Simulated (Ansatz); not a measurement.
Given this structure, coordinates from a relaxation with DFT PBE, scalar-relativistic, plane waves, PAW (Ansatz); the starting structure was generated, so it need not be a known form of this composition, written in its standard cell:

```cif
data_structure
_symmetry_space_group_name_H-M 'Fd-3m:1'
_symmetry_Int_Tables_number 227
_cell_length_a 7.0188
_cell_length_b 7.0188
_cell_length_c 7.0188
_cell_angle_alpha 90.000
_cell_angle_beta 90.000
_cell_angle_gamma 90.000
_cell_volume 345.76
loop_
_atom_site_label
_atom_site_type_symbol
_atom_site_symmetry_multiplicity
_atom_site_Wyckoff_symbol
_atom_site_fract_x
_atom_site_fract_y
_atom_site_fract_z
_atom_site_occupancy
Cd1 Cd 8 a 0.00000 0.00000 0.00000 1
Ga1 Ga 8 b 0.50000 0.00000 0.00000 1
```

Predict the [110] zone-axis pattern (200 kV, kinematic, B = 0.5 Å²).

Answer. The spots form a centred rectangular net with both shortest vectors at d = 4.05 Å, 70.5° apart. They are -1 1 -1 and -1 1 1. The pattern has symmetry 2mm. The lattice centring (F) removes all reflections that break h + k = 2n, h + l = 2n; a screw axis and a glide plane both extinguish reflections such as 0 0 2, 0 0 6; reflections such as 2 -2 -2, 2 -2 2, 4 -4 2 are allowed by the space group but vanish because the atoms sit on special positions.

Strongest reflections with d > 1.22 Å, one of each family (|F|² from tabulated Gaussian fits of the electron scattering factors, times a small damping for the curvature of the Ewald sphere):

```
   hkl  d (Å)  I (strongest = 100)
2 -2 0  2.482                  100
 0 0 4  1.755                   54
2 -2 4  1.433                   35
4 -4 0  1.241                   25
1 -1 1  4.052                    3
1 -1 3  2.116                    2
```

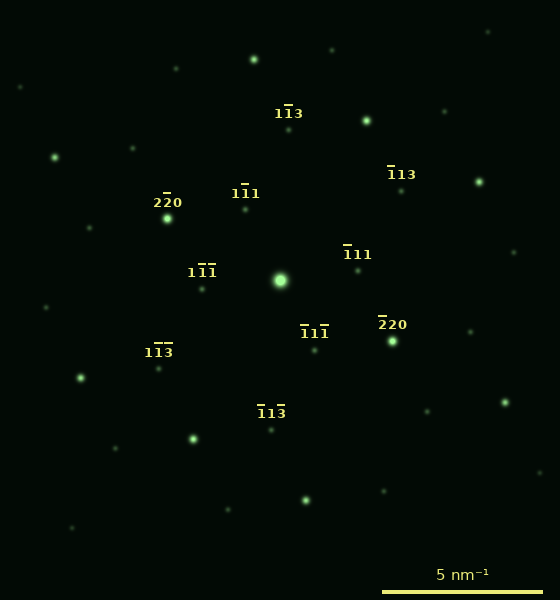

Calculated pattern, seen from the source side with [110] pointing towards the source.
